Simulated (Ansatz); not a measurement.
# Run report: TiH2Cl2, single-point calculation

The run: single-point calculation of TiH2Cl2. Method and program: RKS PBE0-D4/def2-TZVP (Ansatz 0.2.0).

The geometry comes from this level: r2SCAN-D4/def2-TZVP.

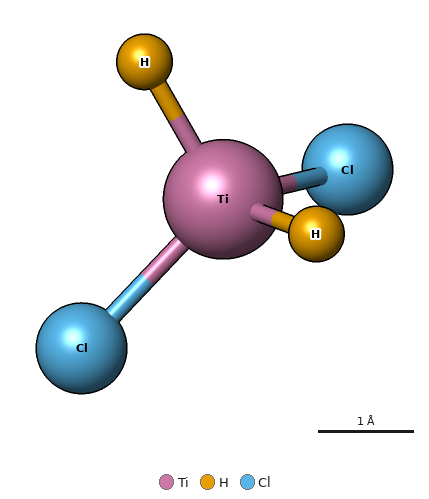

*The structure (ball-and-stick view, seen at a tilt). Sticks mark near contacts.*

Bond lengths as drawn: Cl–Ti 2.17 Å and H–Ti 1.69 Å.

**Input file**
```yaml
crystal:
  periodic: [false, false, false]
  atoms:
    - {symbol: Ti, position_ang: [0.050630, -0.000182, 0.035429]}
    - {symbol: H, position_ang: [0.044602, -0.015654, 1.722596]}
    - {symbol: H, position_ang: [1.633574, 0.009535, -0.548516]}
    - {symbol: Cl, position_ang: [-0.869550, 1.861285, -0.587740]}
    - {symbol: Cl, position_ang: [-0.859276, -1.854984, -0.621768]}
basis:
  gaussian: {orbitals: def2-TZVP, initial_orbitals: start.molden}
hamiltonian: {xc: pbe0, dispersion: d4}
scf: {omitted_lower_state_checks: [starts]}
output: {orbitals: {seedname: orbitals}}
```

Launched with:
```bash
ansatz run in.yaml --threads 4 --pin off --events-out ev --progress --plain --max-ram 3916MiB
```

**Output**
```
Functional definition: PBE0
  name "PBE0"
  cite "Adamo & Barone, J. Chem. Phys. 110, 6158 (1999) doi:10.1063/1.478522"
  cite "Perdew, Burke & Ernzerhof, Phys. Rev. Lett. 77, 3865 (1996) doi:10.1103/PhysRevLett.77.3865"
  parent pbe
  parameter a = 0.25
  parameter kappa = 0.804
  parameter beta = 0.06672455060314922
  exchange = (1 - a)*pbe_x(kappa = kappa, mu = beta*pi^2/3) + a*exact_x
  correlation = pbe_c(beta = beta)
these checks for a lower state are left out or cut short: starts
1090 factors; their error is unknown
mean field evaluation 1: about -48180.1374 eV, gradient 1.4e2 eV
mean field evaluation 2: about -48182.0662 eV, gradient 3.5e0 eV
mean field evaluation 4: about -48182.3129 eV, gradient 1.6e-1 eV
mean field -48182.31295310 eV, -1770.6673418816 hartree, gradient 7.1e-5 eV, S^2 0.000000; 0 other end points of the search recorded, 0 dependent functions left out
reference -48182.31298549 eV, -1770.6673430721 hartree; 29, 29 occupied and 102, 102 virtual orbitals, 1090 factors
Total energy: -48182.42380579 eV, -1770.6714156428 hartree
Checks for a lower state left out: starts
```

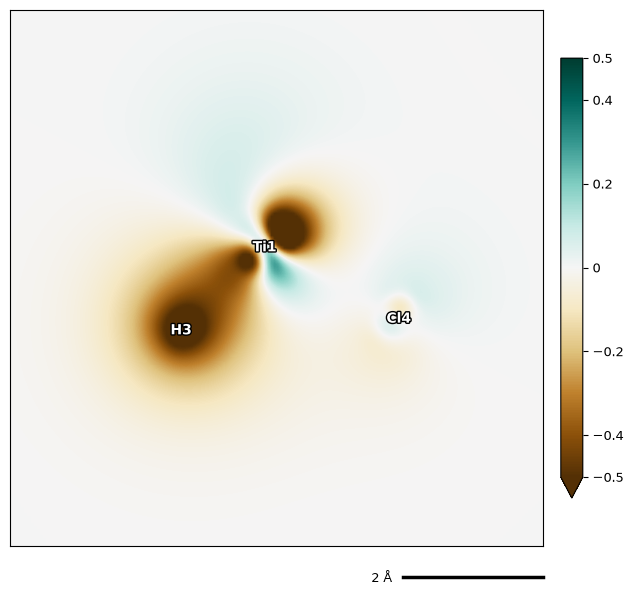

*One frontier orbital on the plane of atoms H3, Ti1 and Cl4 (values in Å⁻³ᐟ²; the overall sign is arbitrary).*

The HOMO, at −9.32 eV. It lies mainly on Ti1 (45 %), H2 (25 %) and H3 (25 %).

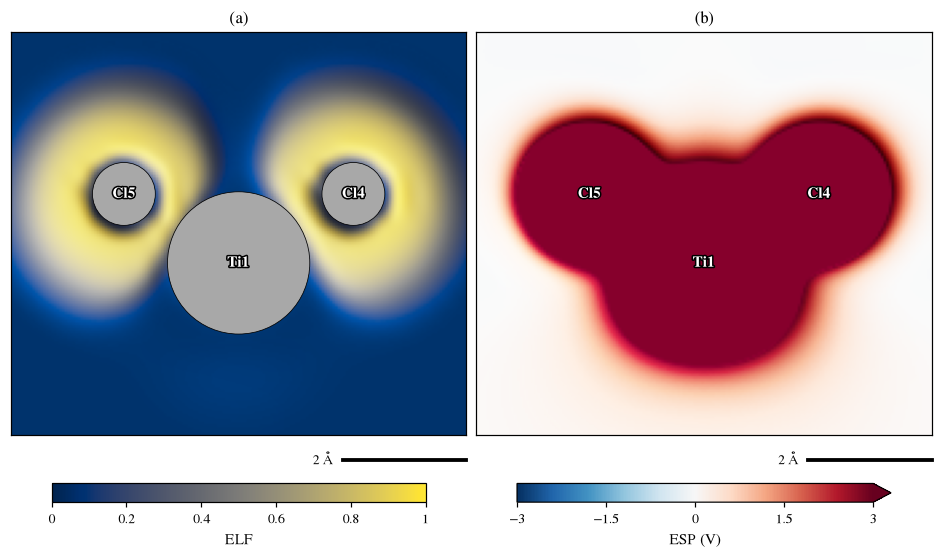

*(a) ELF; (b) electrostatic potential on the plane of atoms Cl4, Ti1 and Cl5. Grey discs, where drawn, cover atomic cores.*

Atoms in the plane: Ti and Cl. Ti–Cl (2.17 Å): the ELF peaks at about 0.85 in the valence shell of Cl, 0.8 Å from its nucleus, and is about 0.50 at the midpoint. The potential has no marked negative region in this plane.

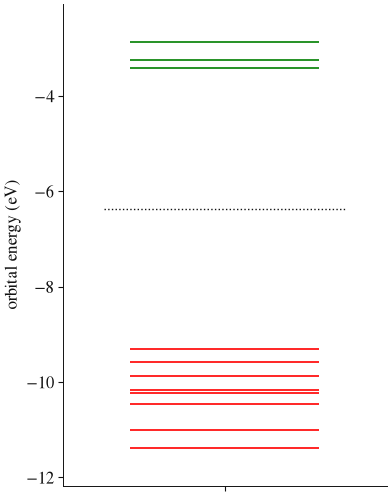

*Orbital energies near the frontier; the dotted line parts filled from empty levels, and levels within 0.02 eV of each other stand side by side.*

Highest filled −9.32 eV, lowest empty −3.41 eV, 5.91 eV apart.

**Key numbers**

```csv
quantity,value
outcome,converged
total energy,−48182.4238 eV
mean-field energy,−48182.3130 eV
dispersion energy,−0.1108 eV
SCF solution under orbital rotations,stable
HOMO,−9.32 eV
LUMO,−3.41 eV
hardware,"4 threads of Arm Neoverse V2, 23 GiB of memory available, shared host"
wall time,1.1 s (CPU time 3.6 s)
peak memory,0.31 GiB
```
